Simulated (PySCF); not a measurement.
**MP2/x2c-SVPall (sfX2C) run of SiNH3ClF (SMILES N[SiH](F)Cl)**

What is the vertical ionisation energy of SiNH3ClF at MP2/x2c-SVPall (sfX2C)? Input form: a Python script.

The results are computed with PySCF 2.14.0.

## (1) Starting point

The species is SiNH3ClF (7 atoms), meant as a singlet with charge 0. SMILES: `N[SiH](F)Cl`. The coordinates come from a PBE0-D4/def2-TZVP relaxation. This is one conformer, not always the lowest.

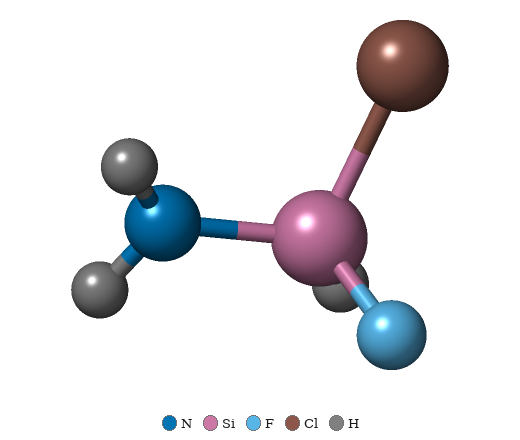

The structure, seen from a chosen angle (nitrogen blue, silicon pink, fluorine blue, chlorine brown, hydrogen grey).

## (2) The energy at MP2/x2c-SVPall (sfX2C)

run.py

```python
from pyscf import gto, scf, mp

mol = gto.M(
    atom='''
N     -0.717200    -0.734700    -0.309900
Si     0.501500     0.342900     0.130400
F      0.745100     0.460300     1.700700
Cl    -0.054300     2.205200    -0.486900
H     -1.691000    -0.482900    -0.285700
H     -0.573900    -1.730700    -0.293500
H      1.789800    -0.060200    -0.455100
''',
    spin=0,
    basis='x2c-svpall',
    verbose=3,
    max_memory=1860,
)

mf = scf.RHF(mol)
mf = mf.x2c()
mf.conv_tol = 1e-10
mf.kernel()
if not mf.converged:
    mf = mf.newton().run(mf.mo_coeff, mf.mo_occ)

pt = mp.MP2(mf, frozen=12).run()
e_tot = pt.e_tot
print('E = %.10f Eh' % e_tot)
```

Started as:

```bash
$ OMP_NUM_THREADS=1 python run.py
```

The log of the run:

```text
converged SCF energy = -905.959207343295
E(RMP2) = -906.540767190918  E_corr = -0.581559847623746
E(SCS-RMP2) = -906.526904410839  E_corr = -0.567697067544201
E = -906.5407671909 Eh
```

Run time: 1.9 s. Hardware: 1 thread of Arm Neoverse V1, shared host; peak memory 0.18 GiB.

## (3) The doublet cation at the same level

job.py

```python
from pyscf import gto, scf, mp

mol = gto.M(
    atom='''
N     -1.355312    -1.388382    -0.585626
Si     0.947698     0.647987     0.246420
F      1.408035     0.869841     3.213857
Cl    -0.102612     4.167224    -0.920108
H     -3.195527    -0.912549    -0.539895
H     -1.084514    -3.270549    -0.554635
H      3.382232    -0.113762    -0.860014
''',
    unit='bohr',
    basis='x2c-svpall',
    spin=1,
    charge=1,
    max_memory=1860,
    verbose=4,
)

calc0 = scf.UHF(mol)
calc0 = calc0.x2c()
calc0.conv_tol = 1e-10
calc0.kernel()
if not calc0.converged:
    calc0 = calc0.newton().run(calc0.mo_coeff, calc0.mo_occ)

pt = mp.MP2(calc0, frozen=12).run()
etot = pt.e_tot
print('E(%s) = %.9f' % ('MP2', etot))
```

Started as:

```bash
$ OMP_NUM_THREADS=1 python job.py
```

The log of the run:

```text
PySCF version 2.14.0

[... 103 lines left out ...]
converged SCF energy = -905.604429475994  <S^2> = 0.75808406  2S+1 = 2.0080678
[... 1 line left out ...]
******** <class 'pyscf.mp.ump2.UMP2'> ********
nocc = (np.int64(13), np.int64(12)), nmo = (67, 67)
frozen orbitals 12
E(UMP2) = -906.146197579167  E_corr = -0.541768103173025
E(SCS-UMP2) = -906.134768064988  E_corr = -0.530338588994709
E_corr(same-spin) = -0.138211309399525
E_corr(oppo-spin) = -0.403556793773501
E(MP2) = -906.146197579
```

Run time: 2.7 s. Hardware: 1 thread of Arm Neoverse V1, shared host; peak memory 0.19 GiB.

## (4) Results

At MP2/x2c-SVPall (sfX2C), 12 core orbitals frozen:

```
                                                                  quantity          value
                                            singlet SiNH3ClF: total energy  -906.54077 Eh
                    singlet SiNH3ClF: dipole moment (Hartree–Fock density)         2.72 D
                     singlet SiNH3ClF: HOMO energy (Hartree–Fock orbitals)      -11.95 eV
                     singlet SiNH3ClF: LUMO energy (Hartree–Fock orbitals)        4.43 eV
                   singlet SiNH3ClF: HOMO–LUMO gap (Hartree–Fock orbitals)       16.39 eV
            singlet SiNH3ClF: correlation energy (12 core orbitals frozen)     -581.6 mEh
                                              doublet cation: total energy  -906.14620 Eh
doublet cation: HOMO energy (Hartree–Fock orbitals) (highest over α and β)      -17.76 eV
 doublet cation: LUMO energy (Hartree–Fock orbitals) (lowest over α and β)       -7.69 eV
              doublet cation: correlation energy (12 core orbitals frozen)     -541.8 mEh
                         doublet cation: ⟨S²⟩ of the reference determinant          0.758
                        vertical ionisation energy (to the doublet cation)      10.737 eV
```

What this shows: The vertical ionisation energy comes to 10.74 eV (1036 kJ/mol). Mulliken charges (doublet cation) of the mean-field density run from -0.39 on F3 to +1.11 on Si2.
